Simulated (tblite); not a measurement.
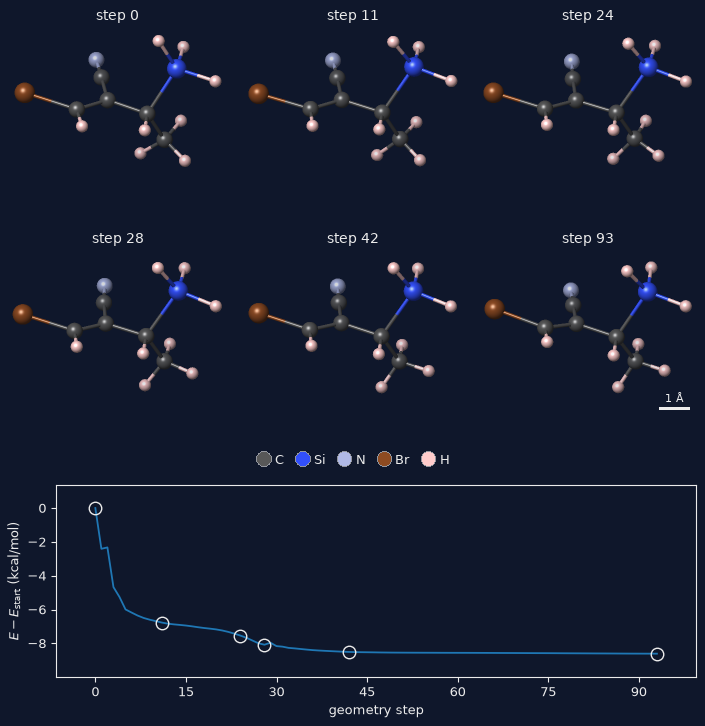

Frames of a relaxation of C5H8BrNSi, marked on the history of the run. A ball-and-stick model, seen at a tilt.

Method: GFN2-xTB geometry optimisation, gas phase (tblite). 

> What happens along the run?

After 93 geometry steps the energy has fallen by 8.61 kcal/mol. An H atom moves most after the best rigid fit: 0.61 Å. By element the largest moves are H 0.61 Å, N 0.33 Å, Br 0.25 Å, C 0.19 Å, Si 0.12 Å. Some distances before and after: C–Si 1.859 → 1.927 Å, Br–C 1.929 → 1.888 Å, C–C 1.443 → 1.414 Å, H–Si 1.487 → 1.461 Å. Bond angles that change, for instance: Br–C–H 121.6° → 113.5°, C–Si–H 113.4° → 106.9°, H–C–H 114.7° → 108.3°. Groups turn about C–C by about 30°. From step 0 to 11: an H atom moves most (0.16 Å), energy −6.77 kcal/mol. From step 11 to 24: an H atom moves most (0.21 Å), energy −0.77 kcal/mol. From step 24 to 28: an H atom moves most (0.25 Å), energy −0.54 kcal/mol. From step 28 to 42: an H atom moves most (0.11 Å), energy −0.43 kcal/mol. From step 42 to 93: the N atom moves most (0.17 Å), energy −0.10 kcal/mol.

```csv
step,"E − E(0), kcal/mol"
0,0.00
1,-2.41
2,-2.33
3,-4.68
4,-5.26
5,-6.00
6,-6.18
7,-6.36
8,-6.50
9,-6.60
10,-6.68
14,-6.91
19,-7.13
23,-7.42
27,-7.99
32,-8.27
36,-8.40
41,-8.50
45,-8.53
49,-8.55
54,-8.56
58,-8.56
62,-8.56
67,-8.57
71,-8.58
76,-8.58
80,-8.59
84,-8.60
89,-8.61
93,-8.61
```
